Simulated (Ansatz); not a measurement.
## Electronic structure of BrCl2HSi···H2 in real space

```xyz
7

Si    0.5560   -1.0024   -0.3085
H    -1.6380    2.0737    0.8157
Cl   -1.0013   -0.7019   -1.5763
Cl   -0.1406   -1.1897    1.5896
H     1.2620   -2.2343   -0.6900
H    -0.9856    2.3613    0.5953
Br    1.9474    0.6934   -0.4257
```

The product side of a reaction path; geometry: PBE0-D4/def2-TZVP.

Method: RKS PBE0-D4/def2-TZVPP (Ansatz 0.2.0).

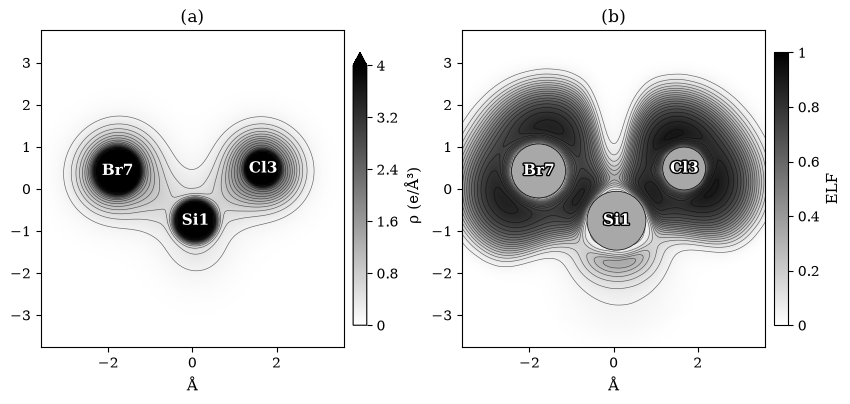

Figure 1. (a) electron density; (b) electron localisation function on the plane of atoms Cl3, Si1 and Br7. Grey discs cover the atomic cores in the ELF map.

Q: Describe what can be read from this map.

A:
- The section cuts through Si, Cl and Br sites.
- Si–Cl (2.03 Å): the density is about 0.96 e/Å³ at the midpoint; the ELF peaks at about 0.85 between the atoms (a polar covalent bond).
- Si–Br (2.20 Å): ρ at the midpoint is about 0.82 e/Å³; the ELF peaks at about 0.85 between the atoms: a shared but strongly polarised pair.
- The ELF also peaks beside Br7 and Cl3, away from the bonds: lone-pair regions.

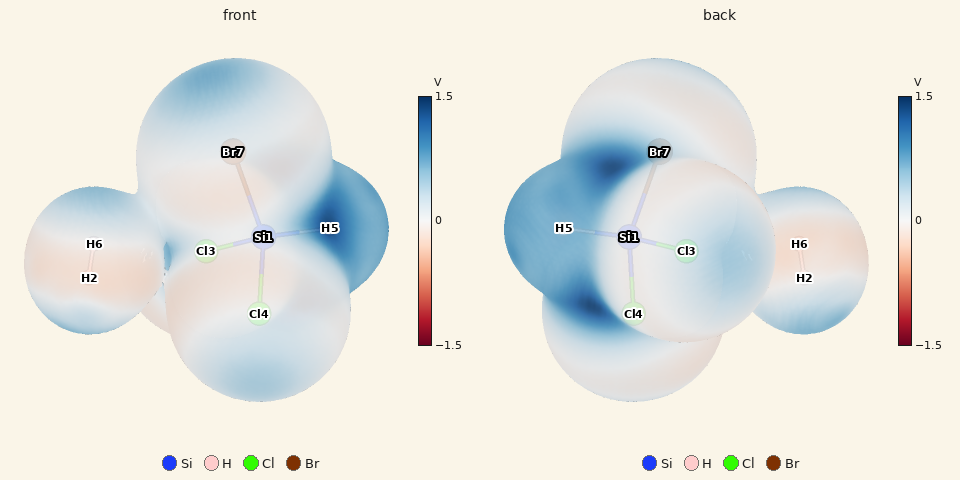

Figure 2. The molecular electrostatic potential painted on the density surface at 0.002 e/bohr³, seen from the front and from behind; red is negative and blue positive.

Q: Where is the surface potential most negative and most positive?

A: The most negative region (about −0.2 V) lies over H2, Cl3, Cl4 and H6, the most positive (about +1.3 V) over Si1. Cl3 shows a σ-hole: about +0.5 V at the tip opposite its bond, against about −0.1 V on its flanks. Cl4 shows a σ-hole: about +0.5 V at the tip opposite its bond, against about −0.1 V on its flanks. Br7 shows a σ-hole: about +0.7 V at the tip opposite its bond, against about 0.0 V on its flanks.

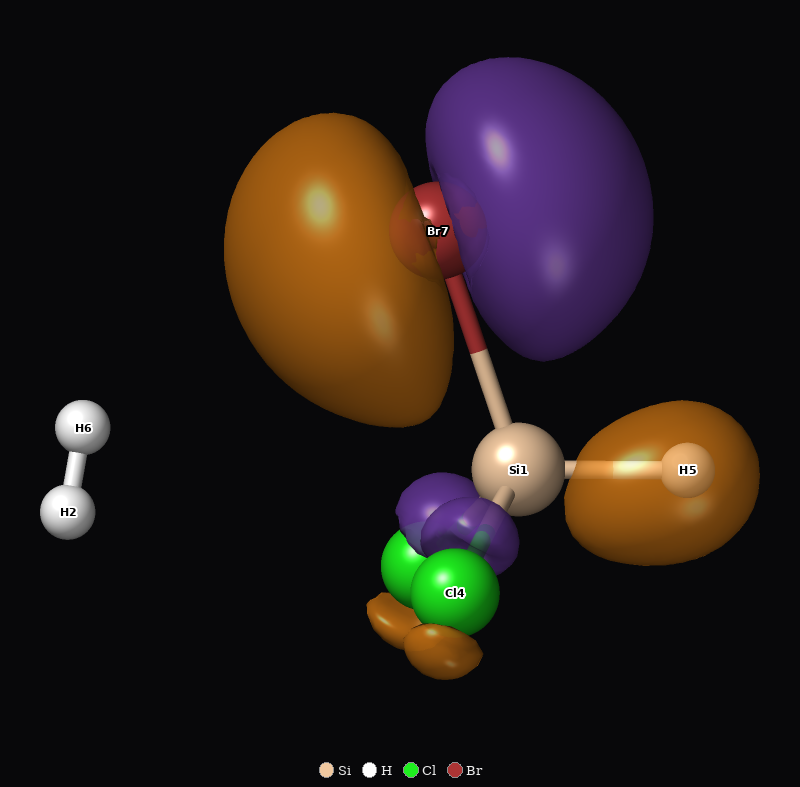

Figure 3. The HOMO−1 at ±0.1 Å⁻³ᐟ² (orange and purple are the two phases), seen across its widest extent.

Q: Where does this orbital lie, and at what energy?

A: By Hirshfeld shares it lies mainly on Br7 (about 80 %) and Si1 (about 10 %); largely a lone pair of Br7. Its energy is −9.04 eV.
